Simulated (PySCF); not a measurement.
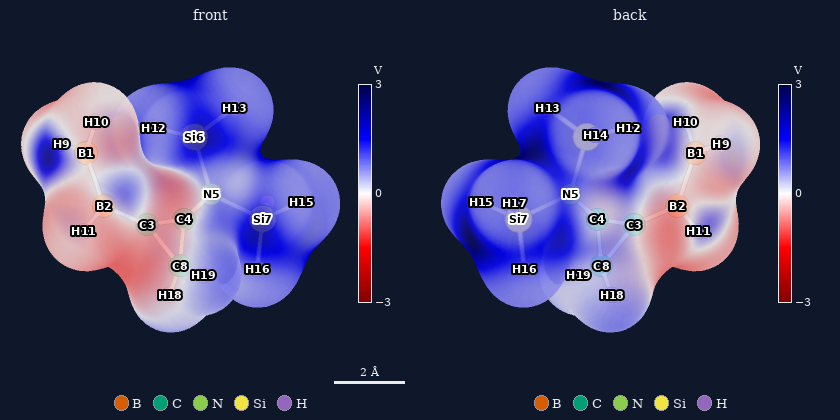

*C₃H₁₁B₂NSi₂. The electrostatic potential painted on the density surface at 0.004 e/bohr³, seen from the front and from behind; red is negative and blue positive.*

Geometry: GFN2-xTB.

Level of theory: PBE0/pcSseg-1, SCF density, gas phase, non-relativistic in PySCF.

```yaml
atoms:
  - { symbol: B, position_ang: [2.8911, 0.2029, 1.3374] }
  - { symbol: B, position_ang: [2.5972, -0.4692, -0.1270] }
  - { symbol: C, position_ang: [1.2160, -0.5528, -0.7019] }
  - { symbol: C, position_ang: [-0.0874, -0.3171, -0.6209] }
  - { symbol: N, position_ang: [-1.1688, 0.1656, 0.0106] }
  - { symbol: Si, position_ang: [-0.9457, 0.9085, 1.5928] }
  - { symbol: Si, position_ang: [-2.7279, 0.0945, -0.8009] }
  - { symbol: C, position_ang: [0.3256, -1.0042, -1.8625] }
  - { symbol: H, position_ang: [2.8839, -0.4182, 2.3371] }
  - { symbol: H, position_ang: [3.1788, 1.3359, 1.4757] }
  - { symbol: H, position_ang: [3.4678, -0.9167, -0.7903] }
  - { symbol: H, position_ang: [0.4861, 0.9218, 1.8495] }
  - { symbol: H, position_ang: [-1.5321, 2.2483, 1.5065] }
  - { symbol: H, position_ang: [-1.6974, 0.0877, 2.5459] }
  - { symbol: H, position_ang: [-2.9914, 1.4054, -1.3982] }
  - { symbol: H, position_ang: [-2.6313, -0.9522, -1.8099] }
  - { symbol: H, position_ang: [-3.7051, -0.2158, 0.2402] }
  - { symbol: H, position_ang: [0.0985, -2.0593, -1.9907] }
  - { symbol: H, position_ang: [0.3322, -0.4560, -2.8010] }
```

> Where is the surface potential most negative and most positive?

The most negative region (about −0.9 V) lies over C3 and C8, the most positive (about +2.9 V) over Si6 and Si7.
